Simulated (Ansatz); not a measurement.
Process, species as SMILES: C=[SiH2] (CH2-SiH2) → [CH]=[SiH2] (CH-SiH2) + H atom
B3LYP-D3(BJ)/def2-TZVP geometries, fixed; electronic energies without zero-point terms.
Largest species:
```xyz
6

C     -1.1498    -0.0548    -0.0450
Si     0.5479     0.0261     0.0215
H     -1.7685     0.8316    -0.0996
H     -1.6839    -0.9961    -0.0356
H      1.3979    -1.1745     0.0958
H      1.2833     1.3023     0.0091
```
Charge 0, spin multiplicity 1.

Basis-set convergence of the bond dissociation energy at wB97M-V with Ansatz (a program for electronic structure). Cartesian d functions, on some or all atoms, in 6-311G**, 6-311+G**; all else is spherical. The program fits the integrals of some runs and decomposes those of others, by size. Open shells are unrestricted. The functional holds VV10 correlation; no added dispersion term, no relativity. Functions are those of the species that has most. Reference: the value in aug-pcseg-3, 114.91 kcal/mol, itself unsure by roughly 0.01 kcal/mol (its mean distance from aug-cc-pV(Q+d)Z, cc-pV(5+d)Z, def2-QZVPPD). Deviations are taken from unrounded values.

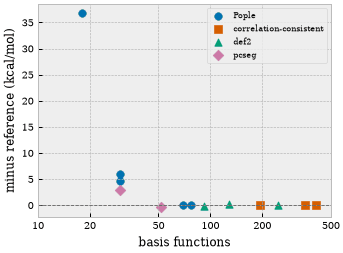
Fig. 1. Deviation from the reference against the number of basis functions, by family of sets.

```json
[
 {"basis": "STO-3G", "functions": "18", "bond dissociation energy (kcal/mol)": "151.65", "minus reference (kcal/mol)": "36.74"},
 {"basis": "3-21G", "functions": "30", "bond dissociation energy (kcal/mol)": "120.89", "minus reference (kcal/mol)": "5.98"},
 {"basis": "6-31G", "functions": "30", "bond dissociation energy (kcal/mol)": "119.57", "minus reference (kcal/mol)": "4.66"},
 {"basis": "pcseg-0", "functions": "30", "bond dissociation energy (kcal/mol)": "117.81", "minus reference (kcal/mol)": "2.90"},
 {"basis": "pcseg-1", "functions": "52", "bond dissociation energy (kcal/mol)": "114.51", "minus reference (kcal/mol)": "-0.40"},
 {"basis": "6-311G**", "functions": "69", "bond dissociation energy (kcal/mol)": "114.98", "minus reference (kcal/mol)": "0.07"},
 {"basis": "6-311+G**", "functions": "77", "bond dissociation energy (kcal/mol)": "115.00", "minus reference (kcal/mol)": "0.09"},
 {"basis": "def2-TZVP", "functions": "92", "bond dissociation energy (kcal/mol)": "114.72", "minus reference (kcal/mol)": "-0.19"},
 {"basis": "def2-TZVPP", "functions": "129", "bond dissociation energy (kcal/mol)": "115.05", "minus reference (kcal/mol)": "0.14"},
 {"basis": "aug-cc-pV(T+d)Z", "functions": "193", "bond dissociation energy (kcal/mol)": "114.96", "minus reference (kcal/mol)": "0.05"},
 {"basis": "def2-QZVPP", "functions": "247", "bond dissociation energy (kcal/mol)": "114.91", "minus reference (kcal/mol)": "0.00"},
 {"basis": "aug-cc-pV(Q+d)Z", "functions": "353", "bond dissociation energy (kcal/mol)": "114.90", "minus reference (kcal/mol)": "-0.01"},
 {"basis": "cc-pV(5+d)Z", "functions": "411", "bond dissociation energy (kcal/mol)": "114.92", "minus reference (kcal/mol)": "0.01"}
]
```
